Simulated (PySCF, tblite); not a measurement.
# C5H11NOSi: geometry, infrared bands and NMR shifts

What infrared bands and NMR shifts should C5H11NOSi (`C=NC(=O)CC[SiH2]C`) show?

Computed with tblite 0.8.0 and PySCF 2.14.0, with density-fitted response routines of our own, on a single molecule in the gas phase. Atoms are numbered from 0 throughout.

## (1) The molecule as given

19 atoms, charge 0, multiplicity 1; geometry from: force field or distance geometry start.

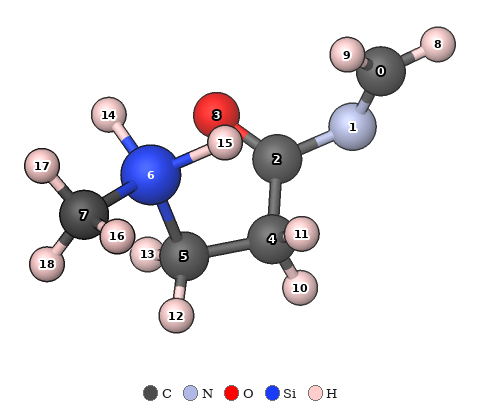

The starting geometry (carbon dark grey, nitrogen light blue, oxygen red, silicon blue, hydrogen pink), atoms numbered.

## (2) Optimising the geometry with GFN2-xTB

What the job is given:

```
{"job": {"kind": "relax", "xc": "GFN2-xTB", "basis": "xTB"}, "charge": 0, "multiplicity": 1}
C      3.402600    -0.122300     0.077300
N      2.834300     0.163600    -1.082200
C      1.434900     0.417000    -0.981500
O      1.118700     1.565800    -0.541500
C      0.443000    -0.597700    -1.396500
C     -0.941900    -0.010300    -1.188200
Si    -1.058700     0.374500     0.636500
C     -2.739000    -0.073700     1.326400
H      4.464700    -0.327900     0.067800
H      2.813300    -0.140900     0.974800
H      0.584700    -0.964200    -2.433300
H      0.522400    -1.444000    -0.658200
H     -1.742500    -0.744300    -1.454700
H     -1.074700     0.925600    -1.773500
H     -0.790200     1.803500     0.800800
H     -0.040700    -0.485100     1.314000
H     -2.809400    -1.123400     1.666500
H     -2.934600     0.650100     2.133200
H     -3.496600     0.143000     0.520100
```

Run with:

```
$ OMP_NUM_THREADS=1 python probes_run.py task.json out
```

This one command runs all jobs of the session in turn.

**Question.** This job is followed by: GFN2-xTB harmonic vibrations, gas phase; GIAO PBE0/pcSseg-1 NMR shielding, non-relativistic, gas phase. Predict these results of the whole session: strongest single infrared mode (GFN2-xTB); zero-point energy (GFN2-xTB); ¹³C shifts against TMS (PBE0/pcSseg-1); ¹H shifts against TMS (PBE0/pcSseg-1, means over atoms taken as alike); ¹⁵N shifts against NH3 (PBE0/pcSseg-1); ¹⁷O shifts against H2O (PBE0/pcSseg-1); ²⁹Si shifts against TMS (PBE0/pcSseg-1).

The runs gave:

```
                                                              quantity                                    value
                             strongest single infrared mode (GFN2-xTB)                    1717 cm⁻¹, 386 km/mol
                                          zero-point energy (GFN2-xTB)                            92.6 kcal/mol
                                ¹³C shifts against TMS (PBE0/pcSseg-1)       185.1, 145.4, 37.6, 11.7, -0.3 ppm
¹H shifts against TMS (PBE0/pcSseg-1, means over atoms taken as alike)  7.46, 7.24, 4.64, 2.45, 0.86, -0.13 ppm
                                ¹⁵N shifts against NH3 (PBE0/pcSseg-1)                                423.0 ppm
                                ¹⁷O shifts against H2O (PBE0/pcSseg-1)                                462.9 ppm
                               ²⁹Si shifts against TMS (PBE0/pcSseg-1)                                -44.6 ppm
```

What this shows: The optimisation took 192 steps and gained 0.963 eV; among the close pairs (by a distance rule), N1–C2 changed most, from 1.426 to 1.349 Å. No mode is imaginary among the 51: a minimum at this level. The strongest single mode, at 1717 cm⁻¹, moves mainly C2 and O3. Unscaled tight-binding wavenumbers are off by several per cent, some by more. Its intensities can rank the bands wrongly. At PBE0/pcSseg-1: The widest tensor belongs to O3: span 837 ppm, with a paramagnetic part of -532 ppm.
